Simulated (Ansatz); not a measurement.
# AsH2+ (singlet): correlated methods under varied settings at angle H2–As1–H3 = 108.6°

What do other methods and options give for AsH2+ (singlet) at this geometry, and how long do they take?

The runs use Ansatz 0.2.0, Gaussian basis; the settings change from run to run.

11 further runs of the same task are left out: 8 that didn't finish, 3 set aside as unsound or not needed.

## (1) The geometry

The geometry derives from a PBE0/def2-TZVP stationary point (not a proven minimum). One angle is set to the value named; bond lengths are kept. No spin-orbit coupling is included. The filled d shell of As may be among the frozen orbitals whatever the setting's name suggests; the logs give the count.

3 atoms, charge 1, spin multiplicity 1.

Atoms are counted from 1 here; the program's logs count them from 0.

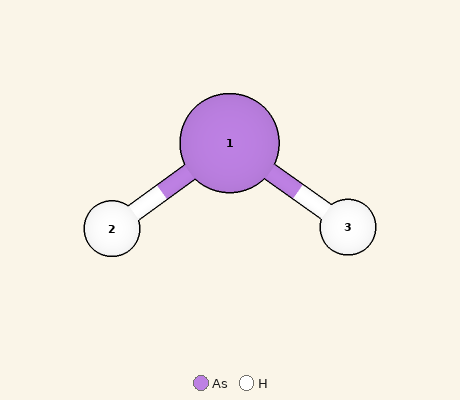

The structure; arsenic purple, hydrogen white; atoms are numbered from 1 in the order of the file.

## (2) CISD/cc-pVDZ

Input file in.yaml:

```yaml
crystal:
  periodic: [false, false, false]
  atoms:
    - {symbol: As, position_ang: [0.000000, -0.023392, 0.000000]}
    - {symbol: H, position_ang: [0.000000, 0.869398, -1.242445]}
    - {symbol: H, position_ang: [0.000000, 0.869394, 1.242448]}
basis:
  gaussian: {orbitals: cc-pVDZ}
total_charge: 1
correlation: {active_space: {ras: {orbitals: [3, 0, 20], electrons: 6, max_holes: 2, max_particles: 2}, fixed_orbitals: true}}
scf: {lower_state_search: off}
output: {forces: true}
```

The run is started by

```bash
> ansatz run in.yaml --threads 1 --pin off --events-out ev --progress --plain --max-ram 2393MiB
```

The log of the run:

```text
Functional definition: HF
  name "HF"
  cite "Fock, Z. Phys. 61, 126 (1930) doi:10.1007/BF01340294"
  parent pbe
  exchange = exact_x
  correlation = 0
these checks for a lower state are left out or cut short: starts, cluster_reference, orbital_swaps, neighbouring_geometries, increment
417 factors; integrals over basis functions are off by at most 7.0e-4 eV
mean field evaluation 1: about -60816.5847 eV, gradient 6.9e0 eV
mean field evaluation 2: about -60816.5847 eV, gradient 6.9e0 eV
mean field evaluation 4: about -60816.7899 eV, gradient 2.6e-1 eV
mean field evaluation 8: about -60816.7897 eV, gradient 7.6e-7 eV
mean field -60816.78969818 eV, -2234.9757983074 hartree, gradient 2.1e-6 eV, S^2 0.000000; 0 other end points of the search recorded, 0 dependent functions left out
reference -60816.78969818 eV, -2234.9757983074 hartree; 17, 17 occupied and 20, 20 virtual orbitals, 417 factors
state -60819.80537484 eV, -2235.0866223807 hartree
the calculation of the forces begins
Total energy: -60819.80537484 eV, -2235.0866223807 hartree
Atom 0 at     0.000000    -0.023392     0.000000 Å, force    -0.000000    -1.280499    -0.000002 eV/Å
Atom 1 at     0.000000     0.869398    -1.242445 Å, force    -0.000000     0.640249     0.539715 eV/Å
Atom 2 at     0.000000     0.869394     1.242448 Å, force     0.000000     0.640251    -0.539713 eV/Å
Dipole moment:    -0.000000     0.229233     0.000000 e Å
Checks for a lower state left out: starts, cluster_reference, orbital_swaps, neighbouring_geometries, increment
```

Wall time 0.9 s (1 thread of Arm Neoverse V1, shared host).

From the report: 1,417 determinants.

## (3) CCSD(T) on RHF/cc-pVDZ

in.yaml: that of step 2 with these lines changed.

```diff
@@ -9,4 +9,4 @@
 total_charge: 1
-correlation: {active_space: {ras: {orbitals: [3, 0, 20], electrons: 6, max_holes: 2, max_particles: 2}, fixed_orbitals: true}}
-scf: {lower_state_search: off}
+magnetization: {spin_polarized: false}
+correlation: {method: ccsd_t, electrons: outside_noble_gas, diis_vectors: 1}
 output: {forces: true}
```

Launched as before.

The log of the run (excerpt; [...] marks lines left out):

```text
Functional definition: HF
  name "HF"
  cite "Fock, Z. Phys. 61, 126 (1930) doi:10.1007/BF01340294"
  parent pbe
[...]
417 factors; integrals over basis functions are off by at most 7.0e-4 eV
[...]
mean field -60816.78969818 eV, -2234.9757983074 hartree, gradient 2.1e-6 eV, S^2 0.000000; 0 other end points of the search recorded, 0 dependent functions left out; unrestricted orbitals would lower it
14 core orbitals not correlated: weight in the atoms' cores, before any rotation towards them, 1.000 or more for the frozen orbitals, at most 0.000 for the correlated occupied ones
reference -60816.78969818 eV, -2234.9757983074 hartree; 3, 3 occupied and 20, 20 virtual orbitals, 417 factors
second order -2.40258456 eV of doubles, -0.00000000 eV of singles
cycle   1  -2.90130207 eV  change   -5.0e-1 eV  update   5.9e-2
[...]
cycle  15  -3.14049702 eV  change   -1.5e-6 eV  update   2.3e-6
perturbative correction -0.05872239 eV, -0.0021580080 hartree
[...]
Total energy: -60819.98891759 eV, -2235.0933674522 hartree
Atom 0 at     0.000000    -0.023392     0.000000 Å, force     0.000000    -1.345634    -0.000002 eV/Å
Atom 1 at     0.000000     0.869398    -1.242445 Å, force    -0.000000     0.672816     0.463993 eV/Å
Atom 2 at     0.000000     0.869394     1.242448 Å, force    -0.000000     0.672818    -0.463991 eV/Å
Dipole moment:    -0.000000     0.224334     0.000000 e Å
```

It took 0.75 s on 1 thread of Arm Neoverse V1, shared host.

From the report: correlation -3.1992 eV; T1 0.012; largest double amplitude 0.10.

## (4) BCCD on RHF/cc-pVTZ

in.yaml: that of step 3 with these lines changed.

```diff
@@ -7,6 +7,6 @@
 basis:
-  gaussian: {orbitals: cc-pVDZ}
+  gaussian: {orbitals: cc-pVTZ}
 total_charge: 1
 magnetization: {spin_polarized: false}
-correlation: {method: ccsd_t, electrons: outside_noble_gas, diis_vectors: 1}
-output: {forces: true}
+hamiltonian: {pseudopotentials: {relativity: none}}
+correlation: {method: bccd, electrons: valence}
```

The command is unchanged.

The log of the run (excerpt; [...] marks lines left out):

```text
Functional definition: HF
  name "HF"
  cite "Fock, Z. Phys. 61, 126 (1930) doi:10.1007/BF01340294"
  parent pbe
[...]
434 factors; integrals over basis functions are off by at most 8.9e-4 eV
[...]
mean field -60818.80621204 eV, -2235.0499038248 hartree, gradient 6.6e-6 eV, S^2 0.000000; 1 other end points of the search recorded, 0 dependent functions left out; unrestricted orbitals would lower it
[...]
9 core orbitals not correlated: weight in the atoms' cores, before any rotation towards them, 1.000 or more for the frozen orbitals, at most 0.000 for the correlated occupied ones
reference -60818.80621204 eV, -2235.0499038248 hartree; 8, 8 occupied and 54, 54 virtual orbitals, 434 factors
second order -4.88877446 eV of doubles, -0.00000000 eV of singles
cycle   1  -5.23978609 eV  change   -3.5e-1 eV  update   6.3e-2
[...]
cycle   9  -5.50846118 eV  change    2.0e-5 eV  update   1.8e-5
Total energy: -60824.31467322 eV, -2235.2523360396 hartree
```

Run time: 1.3 s. Hardware: 1 thread of Arm Neoverse V1, shared host.

From the report: correlation -5.5085 eV; largest double amplitude 0.09.

## (5) CASCI(4,4)/cc-pVDZ

Input file in.yaml:

```yaml
crystal:
  periodic: [false, false, false]
  atoms:
    - {symbol: As, position_ang: [0.000000, -0.023392, 0.000000]}
    - {symbol: H, position_ang: [0.000000, 0.869398, -1.242445]}
    - {symbol: H, position_ang: [0.000000, 0.869394, 1.242448]}
basis:
  gaussian: {orbitals: cc-pVDZ, point_charges: [{charge: -1.00, position_ang: [4.065, 0.886, 0.768]}]}
total_charge: 1
correlation: {active_space: {window: {electrons: 4, orbitals: 4}, fixed_orbitals: true}}
output: {forces: true}
```

Same command.

The log of the run (excerpt; [...] marks lines left out):

```text
Functional definition: HF
  name "HF"
  cite "Fock, Z. Phys. 61, 126 (1930) doi:10.1007/BF01340294"
  parent pbe
[...]
417 factors; integrals over basis functions are off by at most 8.8e-4 eV
[...]
mean field -60820.37187485 eV, -2235.1074408722 hartree, gradient 2.1e-6 eV, S^2 0.000000; 0 other end points of the search recorded, 0 dependent functions left out
reference -60820.37187485 eV, -2235.1074408722 hartree; 17, 17 occupied and 20, 20 virtual orbitals, 417 factors
state -60820.54375178 eV, -2235.1137572328 hartree
[...]
Total energy: -60820.54375178 eV, -2235.1137572328 hartree
Atom 0 at     0.000000    -0.023392     0.000000 Å, force     0.762778    -0.713171     0.946743 eV/Å
Atom 1 at     0.000000     0.869398    -1.242445 Å, force     0.060272     0.730528     0.381469 eV/Å
Atom 2 at     0.000000     0.869394     1.242448 Å, force     0.075318     0.153840    -1.163082 eV/Å
Dipole moment:     0.103413     0.270563     0.083078 e Å
```

Run time: 0.51 s. Hardware: 1 thread of Arm Neoverse V1, shared host.

From the report: 36 determinants; active occupations 2.00, 1.97, 0.03, 0.01.

## (6) BCCD(T)/cc-pVDZ

Input file in.yaml:

```yaml
crystal:
  periodic: [false, false, false]
  atoms:
    - {symbol: As, position_ang: [0.000000, -0.023392, 0.000000]}
    - {symbol: H, position_ang: [0.000000, 0.869398, -1.242445]}
    - {symbol: H, position_ang: [0.000000, 0.869394, 1.242448]}
basis:
  gaussian: {orbitals: cc-pVDZ}
total_charge: 1
magnetization: {spin_polarized: false}
hamiltonian: {xc: {name: B3LYP}}
correlation: {method: bccd_t, electrons: outside_noble_gas}
```

Same command.

The log of the run (excerpt; [...] marks lines left out):

```text
Functional definition: B3LYP
  name "B3LYP"
  cite "Stephens, Devlin, Chabalowski & Frisch, J. Phys. Chem. 98, 11623 (1994) doi:10.1021/j100096a001"
  cite "Becke, Phys. Rev. A 38, 3098 (1988) doi:10.1103/PhysRevA.38.3098"
  cite "Lee, Yang & Parr, Phys. Rev. B 37, 785 (1988) doi:10.1103/PhysRevB.37.785"
  cite "Vosko, Wilk & Nusair, Can. J. Phys. 58, 1200 (1980) doi:10.1139/p80-159"
[...]
417 factors; integrals over basis functions are off by at most 7.0e-4 eV
[...]
mean field -60863.61470217 eV, -2236.6965854650 hartree, gradient 5.1e-6 eV, S^2 0.000000; 0 other end points of the search recorded, 0 dependent functions left out; unrestricted orbitals would lower it
[...]
14 core orbitals not correlated: weight in the atoms' cores, before any rotation towards them, 1.000 or more for the frozen orbitals, at most 0.000 for the correlated occupied ones
reference -60816.48663505 eV, -2234.9646609429 hartree; 3, 3 occupied and 20, 20 virtual orbitals, 417 factors
second order -2.51047517 eV of doubles, -0.12698105 eV of singles
cycle   1  -3.08915894 eV  change   -4.5e-1 eV  update   5.4e-2
[...]
cycle  10  -3.29928692 eV  change   -2.1e-6 eV  update   1.6e-6
perturbative correction -0.06005505 eV, -0.0022069826 hartree
Total energy: -60819.84597702 eV, -2235.0881144833 hartree
```

Wall time 1.1 s (1 thread of Arm Neoverse V1, shared host).

From the report: correlation -3.3593 eV; largest double amplitude 0.10.

## (7) CCSD on UHF/cc-pVDZ

in.yaml: that of step 6 with these lines changed.

```diff
@@ -9,4 +9,4 @@
 total_charge: 1
-magnetization: {spin_polarized: false}
-hamiltonian: {xc: {name: B3LYP}}
-correlation: {method: bccd_t, electrons: outside_noble_gas}
+magnetization: {spin_polarized: true, initial_magnetization: 0}
+correlation: {method: ccsd, electrons: all, diis_vectors: 2}
+accuracy: high
```

Same command.

The log of the run (excerpt; [...] marks lines left out):

```text
Functional definition: HF
  name "HF"
  cite "Fock, Z. Phys. 61, 126 (1930) doi:10.1007/BF01340294"
  parent pbe
[...]
721 factors; integrals over basis functions are off by at most 4.6e-9 eV
[...]
mean field -60816.93751441 eV, -2234.9812304537 hartree, gradient 1.2e-8 eV, S^2 0.476122; 5 other end points of the search recorded, 0 dependent functions left out
determinant -60816.93751441 eV, -2234.9812304537 hartree, with singles and doubles -60820.55105583 eV, -2235.1140256516 hartree
determinant -60815.86310847 eV, -2234.9417467637 hartree, with singles and doubles -60819.37529730 eV, -2235.0708173224 hartree
determinant -60816.78973749 eV, -2234.9757997521 hartree, with singles and doubles -60820.60296038 eV, -2235.1159331086 hartree
reference -60816.93751441 eV, -2234.9812304537 hartree; 17, 17 occupied and 20, 20 virtual orbitals, 721 factors
second order -2.86589467 eV of doubles, -0.00000000 eV of singles
cycle   1  -3.61368104 eV  change   -1.4e-4 eV  update   8.1e-3
[...]
cycle  47  -3.65105619 eV  change    1.9e-9 eV  update  7.5e-10
Total energy: -60820.58857060 eV, -2235.1154042940 hartree
```

Run time: 9.5 s. Hardware: 1 thread of Arm Neoverse V1, shared host.

From the report: ⟨S²⟩ of the determinant 0.476 (pure singlet: 0.00); correlation -3.6511 eV; T1 0.050; largest double amplitude 0.11.

## (8) All runs side by side

Where basis and cores are those of an earlier FCI/cc-pVDZ run (-60820.0067 eV), and the state is the same kind, the miss against it is given.

```tsv
level	correlated	functions	energy (eV)	from FCI (meV)	time
CISD/cc-pVDZ	outside noble gas	37	-60819.8054	201.3	0.9 s
CCSD(T) on RHF/cc-pVDZ	outside noble gas	37	-60819.9889	17.8	0.75 s
BCCD on RHF/cc-pVTZ	valence	71	-60824.3147		1.3 s
CASCI(4,4)/cc-pVDZ (beside a point charge)		37	-60820.5438		0.51 s
BCCD(T)/cc-pVDZ (on B3LYP orbitals)	outside noble gas	37	-60819.8460	160.7	1.1 s
CCSD on UHF/cc-pVDZ	all	37	-60820.5886		9.5 s
```

## (9) Results

```
quantity                                               value
    runs                                                   6
quickest  CASCI(4,4)/cc-pVDZ (beside a point charge), 0.51 s
 slowest                          CCSD on UHF/cc-pVDZ, 9.5 s
```

Total energies in different bases, with other cores or another treatment of relativity can't be set against each other. CCSD on UHF/cc-pVDZ took 19 times as long as CASCI(4,4)/cc-pVDZ (beside a point charge); the jobs differ in more than the method. Among the correlated runs with a miss given, it spans +18 to +201 meV. Cores frozen from Kohn-Sham orbitals shift the total energy.
